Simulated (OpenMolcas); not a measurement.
# SiHCl3 (trichlorosilane), step by step

We compute the energy (HF/ANO-R0), then the energy (CASSCF(2,2)/ANO-R1), then the energy along one coordinate (CASPT2(2,2)/ANO-R1), then an energy scan (SC-NEVPT2(2,2)/ANO-R1), then the energy along one coordinate (MC-PDFT[tPBE](2,2)/ANO-R1) of SiHCl3 (trichlorosilane). 

The results are computed with OpenMolcas 26.06.

## Step 1: The molecule

The species is SiHCl3 (5 atoms), meant as a singlet with charge 0. SMILES: `Cl[SiH](Cl)Cl`. Geometry: relaxed at PBE0-D4/def2-TZVP.

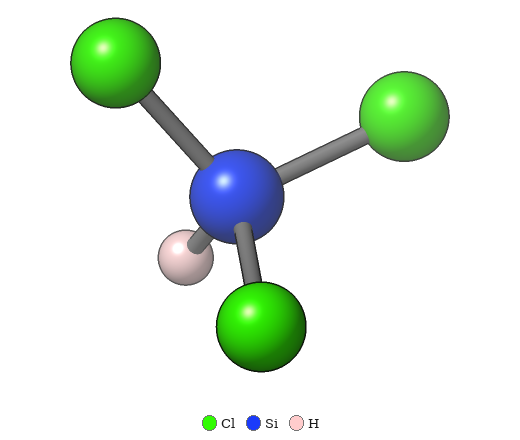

The structure, seen from a chosen angle (chlorine green, silicon blue, hydrogen pink).

## Step 2: The energy at HF/ANO-R0 (sfX2C) (run 1)

File coord.xyz:

```xyz
5

Cl     1.690930    -0.571430     0.891880
Si    -0.081300    -0.012690     0.075440
Cl     0.017700     1.933700    -0.491290
Cl    -0.476020    -1.170520    -1.544190
H     -1.151310    -0.179060     1.068150
```

File step1.inp:

```
&GATEWAY
 Coord
 coord.xyz
 Basis
 ANO-R0
 Group
 NoSym

&SEWARD

&SCF
 PrOrbitals
 0

&LOCALISATION
 Occupied
 Freeze
 Pipek-Mezey

&LOCALISATION
 FileOrb
 $Project.LocOrb
 Virtual
 Pipek-Mezey
```

Run with:

```sh
export MOLCAS_MEM=1860
pymolcas step1.inp > step1.log
```

The program printed:

```text
--- Start Module: gateway ---
[...]
--- Stop Module: gateway /rc=_RC_ALL_IS_WELL_ ---
[...]
      Basis functions           37
[...]
       Convergence after   9 Iterations
[...]
::    Total SCF energy                              -1672.6497205195
[...]
      Total spin, S                                     0.0000000000
[...]
      Total electronic charge=   66.000000
      Total            charge=   -0.000000
[...]
      Dipole Moment (debye):
      Origin of the operator (angstrom)=    0.2963    0.0461   -0.2749
                   X= -9.6243E-02               Y= -1.5195E-02               Z=  8.9368E-02           Total=  1.3221E-01
      Quadrupole Moment (debye*angstrom):
[...]
--- Start Module: localisation ---
[...]
--- Stop Module: localisation /rc=_RC_ALL_IS_WELL_ ---
--- Start Module: localisation ---
[...]
--- Stop Module: localisation /rc=_RC_ALL_IS_WELL_ ---
[...]
```

Run time: 2.5 s. Hardware: 1 thread of Intel Xeon 6975P-C (Granite Rapids), shared host; peak memory 0.38 GiB.

## Step 3: The energy at CASSCF(2,2)/ANO-R1 (sfX2C, RICD fitting) (run 2)

coord.xyz is that of step 2.

File step2.inp:

```
&GATEWAY
  Coord = coord.xyz
  Basis = ANO-R0
  Group = NoSym

&SEWARD

&RASSCF
  FileOrb = $CurrDir/step1.LocOrb
  Alter = 2
  1 24 33
  1 34 37
  Spin = 1
  Nactel = 2 0 0
  Inactive = 32
  Ras2 = 2
  OrbListing = Nothing
>>> COPY $Project.RunFile RUNFIL1
>>> COPY $Project.RasOrb INPORB

&GATEWAY
  Coord = coord.xyz
  Basis = ANO-R1
  Group = NoSym
  RICD

&SEWARD
>>> COPY $Project.RunFile RUNFIL2

&EXPBAS

&RASSCF
  FileOrb = $Project.ExpOrb
  Spin = 1
  Nactel = 2 0 0
  Inactive = 32
  Ras2 = 2
  OrbListing = Nothing
  OrbAppear = Compact
```

Run with:

```sh
export MOLCAS_MEM=1860
pymolcas step2.inp > step2.log
```

The program printed:

```text
--- Start Module: gateway ---
[...]
      Basis functions           37
[...]
      Number of active orbitals                  2
[...]
      Spin quantum number                      0.0
[...]
      Active orbitals                            2
[...]
      Number of CSFs                             3
[...]
      Number of root(s) required                 1
[...]
      Convergence after 10 iterations
[...]
      printout of CI-coefficients larger than  0.05 for root  1
      energy=   -1672.655703
      conf/sym  11     Coeff  Weight
             1  20   0.99660 0.99321
             3  02  -0.08238 0.00679
      Natural orbitals and occupation numbers for root  1
      sym 1:   1.986428   0.013572
      ************************************************************************************************************************
      *                                                    Final results                                                     *
[...]
::    RASSCF root number  1 Total energy:  -1672.65570270
[...]
      Basis functions           77
[...]
      Convergence after 14 iterations
[...]
      Natural orbitals and occupation numbers for root  1
      sym 1:   1.981800   0.018200
      ************************************************************************************************************************
      *                                                    Final results                                                     *
[...]
::    RASSCF root number  1 Total energy:  -1673.08331774
[...]
      Total electronic charge=   66.000000
      Total            charge=   -0.000000
[...]
      Dipole Moment (debye):
      Origin of the operator (angstrom)=    0.2963    0.0461   -0.2749
                   X= -7.7356E-01               Y= -1.2047E-01               Z=  7.1776E-01           Total=  1.0621E+00
      Quadrupole Moment (debye*angstrom):
[...]
```

Run time: 8.1 s. Hardware: 1 thread of Intel Xeon 6975P-C (Granite Rapids), shared host; peak memory 0.38 GiB.

## Step 4: An energy scan at CASPT2(2,2)/ANO-R1 (sfX2C, RICD fitting, ipea shift 0.25 Eh, pt2 variant SS) (run 3)

File step3.input:

```
>>> EXPORT MOLCAS_PRINT=2
>>> COPY $CurrDir/step2.RasOrb $Project.RasOrb
>>> ForEach K in (1, 2, 3, 4, 5, 6, 7, 8, 9)

&GATEWAY
 Coord
 $CurrDir/point$K.xyz
 Basis
 ANO-R1
 Group
 NoSym
 RICD

&SEWARD

&RASSCF
 FileOrb
 $Project.RasOrb
 Spin
 1
 Nactel
 2 0 0
 Inactive
 32
 Ras2
 2
 OrbListing
 Nothing
 OrbAppear
 Compact

&CASPT2
 Imaginary
 0.2
 Frozen
 20
>>> EndDo
```

Run with:

```sh
export MOLCAS_MEM=1860
pymolcas step3.input > step3.log
```

The program printed:

```text
[...]
      Basis functions           77
[...]
      Number of active orbitals                  2
[...]
      Spin quantum number                      0.0
[...]
      Active orbitals                            2
[...]
      Number of CSFs                             3
[...]
      Number of root(s) required                 1
[...]
      Convergence after 10 iterations
[...]
      printout of CI-coefficients larger than  0.05 for root  1
      energy=   -1673.073079
      conf/sym  11     Coeff  Weight
             1  20   0.99687 0.99375
             3  02  -0.07903 0.00625
      Natural orbitals and occupation numbers for root  1
      sym 1:   1.987509   0.012491
      ************************************************************************************************************************
      *                                                    Final results                                                     *
[...]
::    RASSCF root number  1 Total energy:  -1673.07307932
[...]
::    CASPT2 Root  1     Total energy:  -1673.56660323
[...]
      Convergence after 11 iterations
[...]
      Natural orbitals and occupation numbers for root  1
      sym 1:   1.981803   0.018197
      ************************************************************************************************************************
      *                                                    Final results                                                     *
[...]
      Convergence after  9 iterations
[...]
      Convergence after  9 iterations
[...]
      Convergence after  9 iterations
[...]
::    RASSCF root number  1 Total energy:  -1672.94549250
[...]
::    CASPT2 Root  1     Total energy:  -1673.43157835
[...]
      Convergence after  8 iterations
[...]
::    RASSCF root number  1 Total energy:  -1672.94189151
[...]
      Reference weight:           0.83007
[...]
::    CASPT2 Root  1     Total energy:  -1673.42710394
[...]
```

It took 49 s on 1 thread of Intel Xeon 6975P-C (Granite Rapids), shared host.

The scan, from its lowest point:

| H5–Si2 (Å) | energy (kJ/mol) |
| --- | --- |
| 1.322 | 24.9 |
| 1.469 | 0.0 |
| 1.616 | 16.4 |
| 1.836 | 75.6 |
| 2.130 | 169.5 |
| 2.497 | 268.0 |
| 2.938 | 340.7 |
| 3.526 | 379.4 |
| 4.407 | 391.2 |

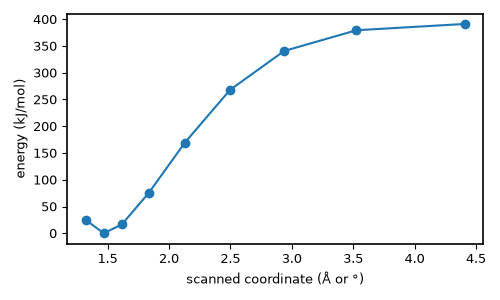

Energy along the scan.

## Step 5: An energy scan at SC-NEVPT2(2,2)/ANO-R1 (sfX2C, RICD fitting, pt2 variant SC-NEVPT2) (run 4)

File step4.input:

```
>>> COPY $CurrDir/step2.RasOrb $Project.RasOrb
>>> ForEach K in (1, 2, 3, 4, 5, 6, 7, 8, 9)
&gateway
coord = $CurrDir/point$K.xyz
basis = ANO-R1
group = NoSym
ricd
&seward
&rasscf
fileorb = $Project.RasOrb
spin = 1
nactel = 2 0 0
inactive = 32
ras2 = 2
orblisting = Nothing
orbappear = Compact
&caspt2
sc-nevpt2
frozen = 20
>>> EndDo
```

Run with:

```sh
export MOLCAS_MEM=1860
pymolcas step4.input > step4.log
```

The program printed:

```text
--- Start Module: gateway ---
[...]
      Basis functions           77
[...]
      Number of active orbitals                  2
[...]
      Spin quantum number                      0.0
[...]
      Active orbitals                            2
[...]
      Number of CSFs                             3
[...]
      Number of root(s) required                 1
[...]
      Convergence after 10 iterations
[...]
      printout of CI-coefficients larger than  0.05 for root  1
      energy=   -1673.073079
      conf/sym  11     Coeff  Weight
             1  20   0.99687 0.99375
             3  02  -0.07903 0.00625
      Natural orbitals and occupation numbers for root  1
      sym 1:   1.987509   0.012491
      ************************************************************************************************************************
      *                                                    Final results                                                     *
[...]
::    RASSCF root number  1 Total energy:  -1673.07307932
[...]
::    SC-NEVPT2 Root  1     Total energy:  -1673.55855061
[...]
      Convergence after 11 iterations
[...]
      Natural orbitals and occupation numbers for root  1
      sym 1:   1.981803   0.018197
      ************************************************************************************************************************
      *                                                    Final results                                                     *
[...]
      Convergence after  9 iterations
[...]
      Convergence after  9 iterations
[...]
      Convergence after  9 iterations
[...]
::    RASSCF root number  1 Total energy:  -1672.94549250
[...]
::    SC-NEVPT2 Root  1     Total energy:  -1673.42894573
[...]
      Convergence after  8 iterations
[...]
::    RASSCF root number  1 Total energy:  -1672.94189151
[...]
::    SC-NEVPT2 Root  1     Total energy:  -1673.42480822
[...]
```

Run time: 48 s. Hardware: 1 thread of Intel Xeon 6975P-C (Granite Rapids), shared host.

The scan, from its lowest point:

```
H5–Si2 (Å)  energy (kJ/mol)
     1.322             27.6
     1.469              0.0
     1.616             14.4
     1.836             71.3
     2.130            163.2
     2.497            260.0
     2.938            331.1
     3.526            367.9
     4.407            378.7
```

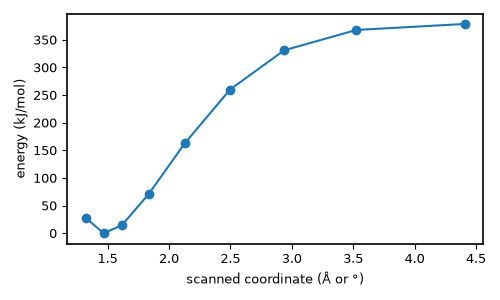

Energy along the scan.

## Step 6: An energy scan at MC-PDFT[tPBE](2,2)/ANO-R1 (sfX2C, RICD fitting) (run 5)

File step5.input:

```
>>> COPY $CurrDir/step2.RasOrb $Project.RasOrb
>>> ForEach K in (1, 2, 3, 4, 5, 6, 7, 8, 9)

&GATEWAY
  Coord
  $CurrDir/point$K.xyz
  Basis
  ANO-R1
  Group
  NoSym
  RICD

&SEWARD

&RASSCF
  FileOrb
  $Project.RasOrb
  Spin
  1
  Nactel
  2 0 0
  Inactive
  32
  Ras2
  2
  OrbListing
  Nothing
  OrbAppear
  Compact

&MCPDFT
  KSDFT
  T:PBE
>>> EndDo
```

Run with:

```sh
export MOLCAS_MEM=1860
pymolcas step5.input > step5.log
```

The program printed:

```text
--- Start Module: gateway ---
[...]
      Basis functions           77
[...]
      Number of active orbitals                  2
[...]
      Spin quantum number                      0.0
[...]
      Active orbitals                            2
[...]
      Number of CSFs                             3
[...]
      Number of root(s) required                 1
[...]
      Convergence after 10 iterations
[...]
      printout of CI-coefficients larger than  0.05 for root  1
      energy=   -1673.073079
      conf/sym  11     Coeff  Weight
             1  20   0.99687 0.99375
             3  02  -0.07903 0.00625
      Natural orbitals and occupation numbers for root  1
      sym 1:   1.987509   0.012491
      ************************************************************************************************************************
      *                                                    Final results                                                     *
[...]
::    RASSCF root number  1 Total energy:  -1673.07307932
[...]
::    MCPDFT root number  1 Total energy:  -1675.03325878
[...]
      Convergence after 11 iterations
[...]
      Natural orbitals and occupation numbers for root  1
      sym 1:   1.981803   0.018197
      ************************************************************************************************************************
      *                                                    Final results                                                     *
[...]
      Convergence after  9 iterations
[...]
      Convergence after  9 iterations
[...]
      Convergence after  9 iterations
[...]
::    RASSCF root number  1 Total energy:  -1672.94549250
[...]
::    MCPDFT root number  1 Total energy:  -1674.89653499
[...]
      Convergence after  8 iterations
[...]
::    RASSCF root number  1 Total energy:  -1672.94189151
[...]
::    MCPDFT root number  1 Total energy:  -1674.89291784
[...]
```

It took 50 s on 1 thread of Intel Xeon 6975P-C (Granite Rapids), shared host.

The scan, from its lowest point:

| H5–Si2 (Å) | energy (kJ/mol) |
| --- | --- |
| 1.322 | 27.7 |
| 1.469 | 0.0 |
| 1.616 | 13.7 |
| 1.836 | 69.7 |
| 2.130 | 162.5 |
| 2.497 | 264.9 |
| 2.938 | 345.0 |
| 3.526 | 386.7 |
| 4.407 | 396.2 |

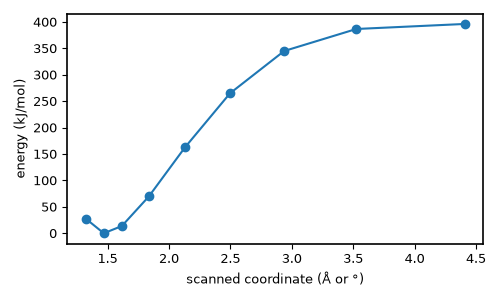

Energy along the scan.

## Step 7: Results

```
                                                   quantity           value
                             run 1, HF/ANO-R0: total energy  -1672.64972 Eh
                            run 1, HF/ANO-R0: dipole moment          0.13 D
                              run 1, HF/ANO-R0: HOMO energy       -12.02 eV
                              run 1, HF/ANO-R0: LUMO energy         3.18 eV
                            run 1, HF/ANO-R0: HOMO–LUMO gap        15.21 eV
                    run 2, CASSCF(2,2)/ANO-R1: total energy  -1673.08332 Eh
  run 2, CASSCF(2,2)/ANO-R1: dipole moment (CASSCF density)          1.06 D
       run 3, CASPT2(2,2)/ANO-R1: lowest energy of the scan  -1673.57609 Eh
    run 4, SC-NEVPT2(2,2)/ANO-R1: lowest energy of the scan  -1673.56906 Eh
run 5, MC-PDFT[tPBE](2,2)/ANO-R1: lowest energy of the scan  -1675.04381 Eh
```
